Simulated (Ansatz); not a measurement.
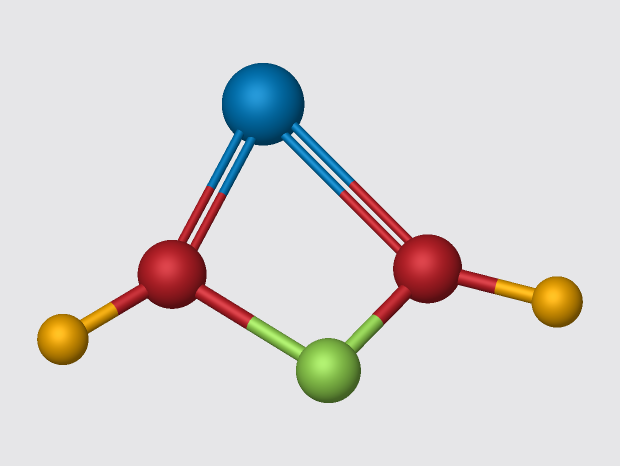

A ball-and-stick model of a molecule. Double and triple bonds are drawn as two and three sticks. Colours: carbon red, silicon blue, oxygen green, hydrogen orange.

The geometry was computed by an optimisation with PBE0-D4/def2-TZVP. No frequency run is at hand to confirm it as a minimum.

Question: Give the formula.

Answer: C₂H₂OSi, 6 atoms: 2 carbon, 2 hydrogen, 1 oxygen and 1 silicon.

Question: How many atoms are distinct by symmetry?

Answer: 6: 1 C, 1 Si, 1 C, 1 O, 1 H, 1 H.

Question: Write the SMILES.

Answer: C1=[Si]=CO1

Question: Count the bonded pairs by element.

Answer: 2 C–Si, 2 C–O, 2 C–H.

Question: Name some functional groups or characteristic bonds that it holds.

Answer: Among them: ether.

More results for the same structure follow; atom numbers are the same in all pictures, views and colours differ.

## Charges

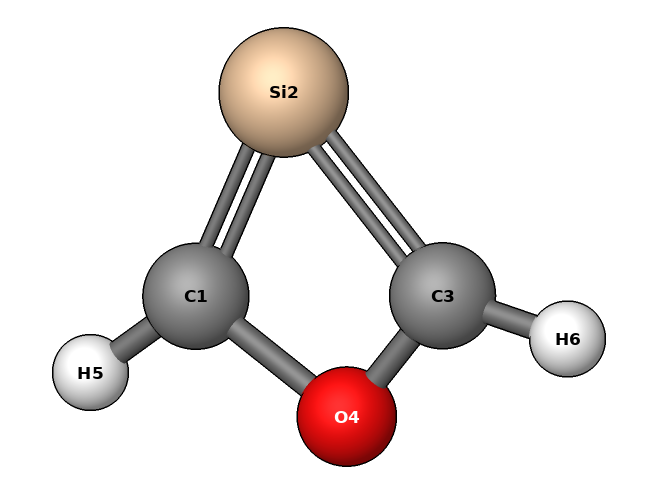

The questions are on Mulliken charges. No frequency run is at hand to confirm it as a minimum. Method: RKS PBE0-D4/def2-TZVP (Ansatz 0.2.0).

Give the Mulliken charges atom by atom.

| atom | value (e) |
| --- | --- |
| C1 | −0.25 |
| Si2 | −0.03 |
| C3 | 0.08 |
| O4 | −0.07 |
| H5 | 0.14 |
| H6 | 0.14 |

## Dipole moment

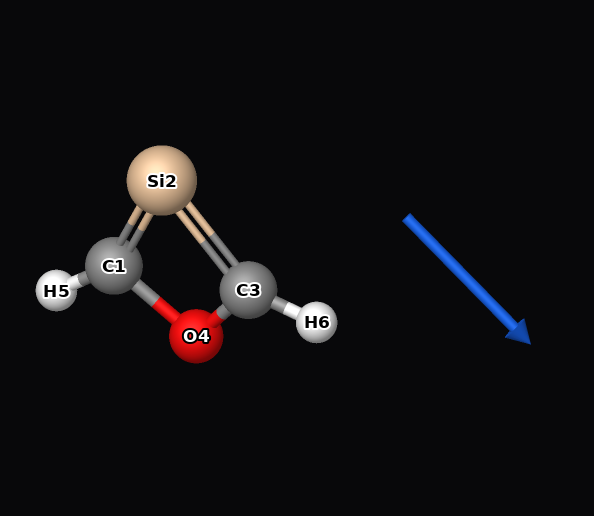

The arrow beside the molecule shows the direction of the dipole moment, from the negative to the positive end (its length means nothing). No frequency run is at hand to confirm it as a minimum. Level of theory: RKS PBE0-D4/def2-TZVP (Ansatz 0.2.0).

Question: How large is the dipole moment?

Answer: 2.52 D; it points from the side of Si2 to the side of H6 (the outermost atoms at the two ends).

## Electronic properties

No frequency run is at hand to confirm it as a minimum. Level of theory: RKS PBE0-D4/def2-TZVPP (Ansatz 0.2.0).

Question: Give the HOMO–LUMO gap at this level.

Answer: 2.81 eV.

Question: Estimate the HOMO energy (Kohn–Sham orbital).

Answer: −6.05 eV.

Mulliken values depend strongly on the basis set and can even reverse the polarity of a bond.
